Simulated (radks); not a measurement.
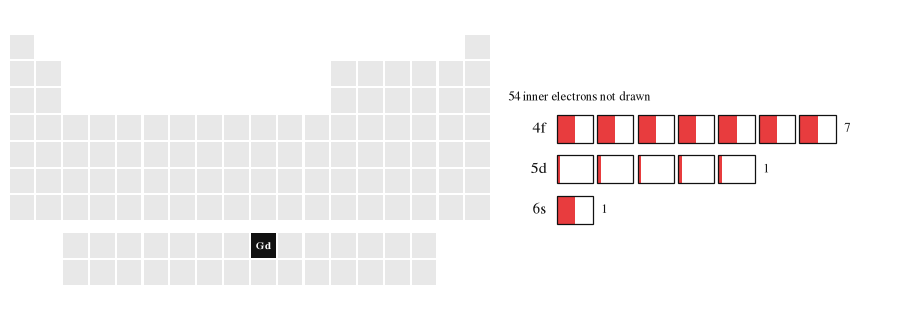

Figure 1. Left, the place of gadolinium in the periodic table; right, the outer shells as the input fills them: a box for each of the 2l + 1 orbitals, shaded by the share of the shell that is filled, with the electron count at the right.

Gd⁺: atomic calculation

System: the Gd⁺ ion in the configuration [Xe] 4f7 5d1 6s1 (open shells shared over both j by 2j + 1).
Method: Dirac Kohn-Sham, PBE, spin-unpolarised, spherical densities, point nucleus (the in-house radial solver radks).

**Input file**
```
Z 64
configuration [Xe] 4f7 5d1 6s1
relativity Dirac
functional pbe,pbe
spin unpolarised
j_filling average
nucleus point
c 137.035999084
mesh_step 0.03
max_iterations 59
```

Energies in input and log are in hartree, lengths in bohr.

Hardware: 1 thread of Arm Neoverse V1, 23 GiB of memory available, shared host.

Launched within a batch (the task file carries these settings):
```bash
python <driver script> task.json out
```

**Log**
```
1s1/2   1   2.0000       -1839.61407669
2s1/2   1   2.0000        -303.78208547
2p1/2   1   2.0000        -288.44181642
2p3/2   1   4.0000        -262.86854994
3s1/2   1   2.0000         -67.52623580
3p1/2   1   2.0000         -60.88423694
3p3/2   1   4.0000         -55.63820183
3d3/2   1   4.0000         -44.18006097
3d5/2   1   6.0000         -43.03727114
4s1/2   1   2.0000         -13.78787343
4p1/2   1   2.0000         -11.20249942
4p3/2   1   4.0000         -10.03493981
4d3/2   1   4.0000          -5.77816028
4d5/2   1   6.0000          -5.56705301
4f5/2   1   3.0000          -0.56718040
4f7/2   1   4.0000          -0.53939588
5s1/2   1   2.0000          -2.05767727
5p1/2   1   2.0000          -1.34697499
5p3/2   1   4.0000          -1.18697131
5d3/2   1   0.4000          -0.31562184
5d5/2   1   0.6000          -0.30413018
6s1/2   1   1.0000          -0.34079708
Etot -11279.850387538854
Ekin 12302.324379201998
Encl -27696.85405774494
Eh 4364.32487981817
Exc -249.64558881408493
err 9.023893228728023e-09
it 15
```

**Outcome**

| quantity | value |
| --- | --- |
| outcome | converged |
| total energy | −11279.8504 hartree |
| kinetic energy | 12302.3244 hartree |
| electron–nucleus energy | −27696.8541 hartree |
| Hartree energy | 4364.3249 hartree |
| exchange–correlation energy | −249.645589 hartree |
| radius at density 0.001 e/bohr³ | 4.59 bohr |
| SCF iterations | 15 |

**What is odd here**

A numerical setting was moved from its usual value: mesh step h = 0.03. The program ran to the end, and its total energy equals that of the same run with the usual input (−11279.85039 hartree) within 10⁻⁵ hartree, so the oddity leaves no trace in it.
